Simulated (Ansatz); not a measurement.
Li₂B₃

Input

```
crystal:
  lattice:
    - [5.6492633565, -1.4406159959, 0.0364720101]
    - [5.6492633565, 1.4406159959, 0.0364720101]
    - [-0.4927512383, 0.0, 6.0185761072]
  atoms:
    - { symbol: Li, position: [0.3212557048, 0.3212557048, 0.85073546] }
    - { symbol: Li, position: [0.6787442952, 0.6787442952, 0.14926454] }
    - { symbol: Li, position: [0.9555312815, 0.9555312815, 0.2522156721] }
    - { symbol: Li, position: [0.0444687185, 0.0444687185, 0.7477843279] }
    - { symbol: B, position: [0.4299795765, 0.4299795765, 0.5374896556] }
    - { symbol: B, position: [0.5700204235, 0.5700204235, 0.4625103444] }
    - { symbol: B, position: [0.8541872798, 0.8541872798, 0.5780000409] }
    - { symbol: B, position: [0.1458127202, 0.1458127202, 0.4219999591] }
    - { symbol: B, position: [0.2931933327, 0.2931933327, 0.417236835] }
    - { symbol: B, position: [0.7068066673, 0.7068066673, 0.582763165] }
basis:
  ecutwfc: 420
kpoints:
  mp_grid: { grid: [12, 12, 6] }
hamiltonian:
  xc: pbe
scf:
  occupations: { method: gaussian, width: 0.1 }
output:
  forces: true
  stress: true
  eigenvalues: true
  write_density: true
  write_potential: true
  elf: true
  volumetric_format: npy
relax:
  adjacent_minimum: "off"
  f_tol: 0.01
  max_steps: 30
  cell: { stress_tol: 0.1, fix: [volume] }
```

Launched as:

```sh
ansatz run input.yaml --threads 1 --pin off --max-ram 2560MiB --backend cpu --events-out ev --progress --plain --runs-dir out
```

Below, planes, directions and counts refer to the conventional cell (a = 11.43 Å, b = 2.91 Å, c = 5.90 Å, α = 90.00°, β = 93.73°, γ = 90.00°).

The fields are those of the relaxed geometry.

Space group C2/m; a structure from a database of computed crystals, not necessarily the ambient phase; a generated structure, not necessarily the stable one; changed on purpose from its base cell (volume × 0.91, shape and atoms relaxed).

All numbers below come from Ansatz, DFT PBE, scalar-relativistic, plane waves, PAW.

Question: What can the converged valence pseudo-density and electron localisation function tell about the bonding?

Answer: B–B (1.68 Å): ρ at the midpoint is about 0.87 e/Å³; the ELF peaks at about 0.80 between the atoms.
B–B (1.70 Å): ρ is about 0.95 e/Å³ halfway; the ELF peaks at about 0.95 between the atoms.
Li–B (2.33 Å): ρ is about 0.24 e/Å³ halfway; the ELF peaks at about 0.70 in the valence shell of B, 0.8 Å from its nucleus, and is about 0.55 at the midpoint.

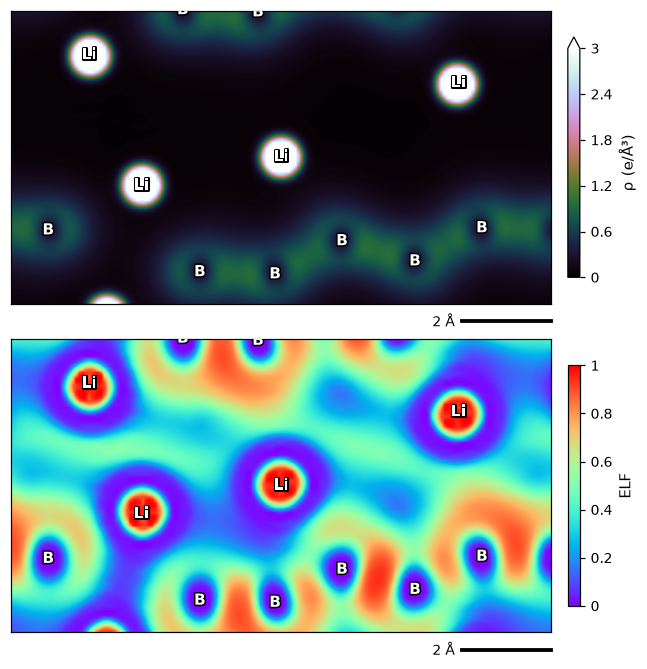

Computed valence pseudo-density and electron localisation function on the (010) plane of the conventional cell, in this order. 

Core electrons are frozen (PAW), and the valence fields are smoothed inside the atomic spheres.
